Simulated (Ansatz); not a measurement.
AlF$_{3}$H$_{2}$O···H$_{2}$

```xyz
9

Al   -0.1346   -0.1021   -0.0911
H    -2.3526   -0.5681    1.1483
F    -1.0369   -0.8673   -1.2356
F     0.4596   -1.0134    1.1595
H     1.8320    1.0672   -1.0208
O     1.5933    0.1343   -0.9569
H    -2.2675    0.1563    1.3208
F    -0.3868    1.5190    0.1540
H     2.2934   -0.3260   -0.4781
```

The product side of a reaction path; geometry: PBE0-D4/def2-TZVP.

Theory: RKS PBE0-D4/def2-TZVPP in Ansatz 0.2.0.

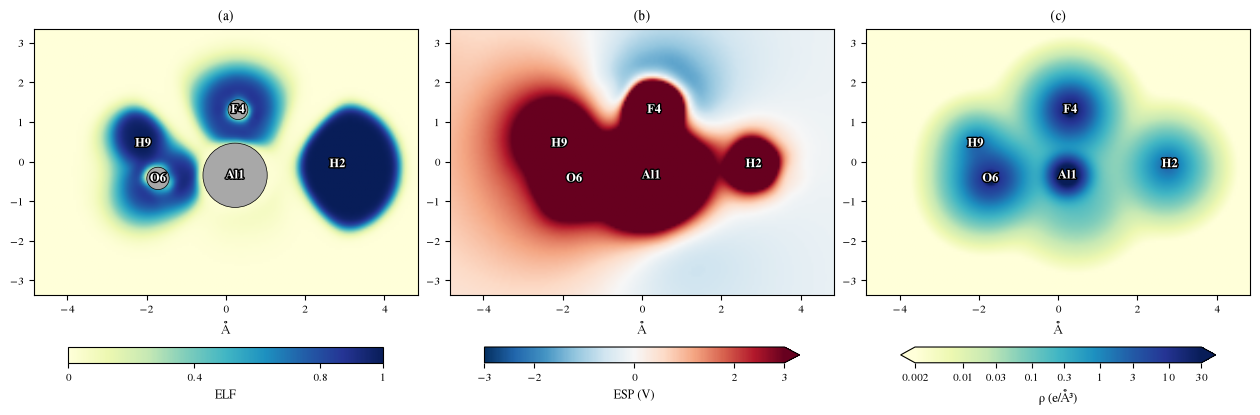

Figure 1. (a) ELF; (b) electrostatic potential; (c) total electron density on the plane of atoms F4, Al1 and O6. Grey discs cover the atomic cores in the ELF map.

Q: Describe what can be read from this map.

A: Atoms in the plane: Al, H, F and O.
Al1···H2 (2.58 Å): the density falls to about 0.06 e/Å³ on the way; the ELF climbs to about 1 towards the hydrogen.
Al–F (1.66 Å): ρ is about 0.9 e/Å³ halfway; the ELF peaks at about 0.85 in the valence shell of F, 0.5 Å from its nucleus, and is about 0.35 at the midpoint.
Al–O (1.95 Å): the density is about 0.49 e/Å³ at the midpoint; the ELF peaks at about 0.90 in the valence shell of O, 0.7 Å from its nucleus, and is about 0.55 at the midpoint.
O–H (0.97 Å): the density is about 3.9 e/Å³ at the midpoint; the ELF climbs to about 1 towards the hydrogen: a covalent bond by its length.
The ELF also peaks beside F4, away from the bonds: lone-pair regions.
Outside the dense part of the complex the potential is most negative (−1.6 V) near F4.

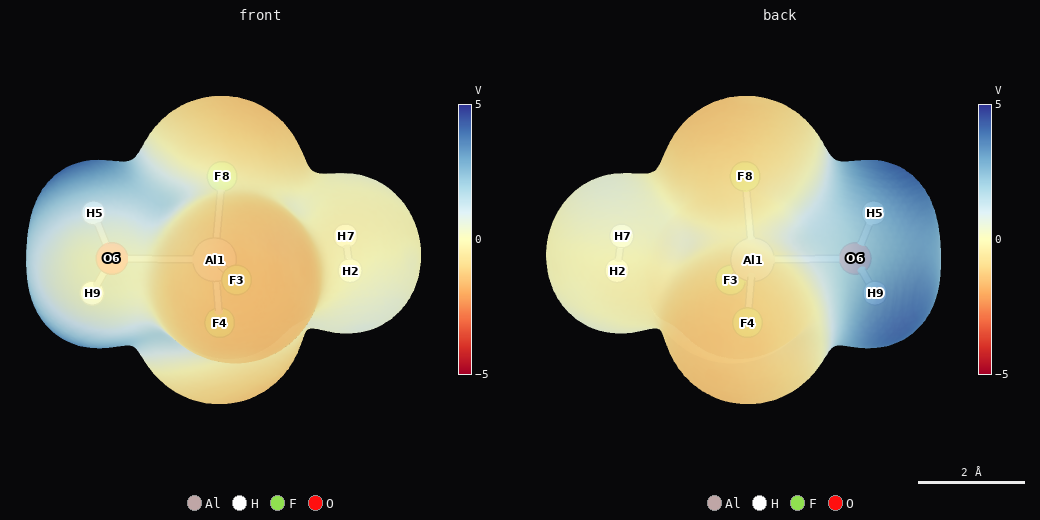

Figure 2. The electrostatic potential painted on the density surface at 0.002 e/bohr³, seen from the front and from behind; the colour scale runs from red (negative) to blue (positive).

Q: Describe the electrostatic potential map.

A: The most negative region (about −1.6 V) lies over F3, the most positive (about +4.1 V) over H5 and H9.

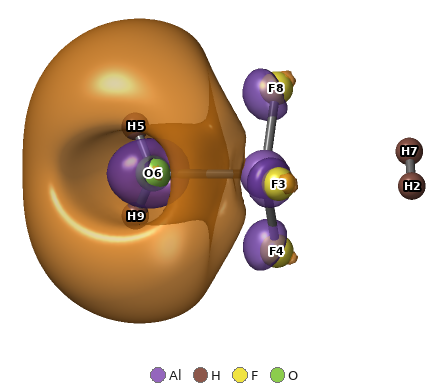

Figure 3. The LUMO at ±0.08 Å⁻³ᐟ² (orange and purple are the two phases), seen across its widest extent.

Q: Where does this orbital lie, and at what energy?

A: Its weight (Hirshfeld) is mainly on H5 (about 30 %), H9 (about 30 %), O6 (about 20 %) and Al1 (about 20 %). Its energy is −0.70 eV.

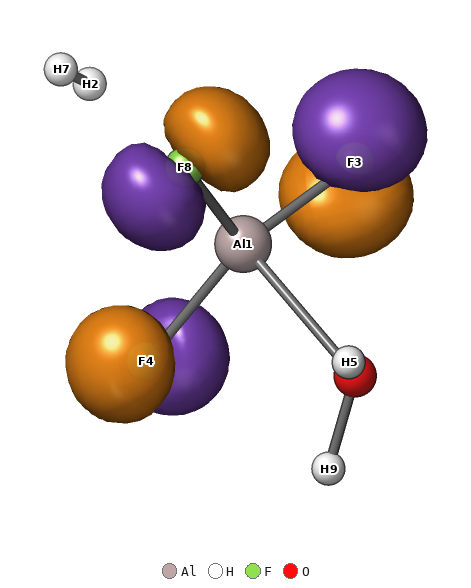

Figure 4. One frontier orbital at ±0.2 Å⁻³ᐟ² (orange and purple are the two phases), seen at an oblique angle.

Q: Which orbital is it: HOMO or LUMO?

A: The HOMO, at −10.58 eV. It lies mainly on F3 (about 45 %), F4 (about 25 %) and F8 (about 25 %); largely a combination of lone pairs on F3, F4 and F8.
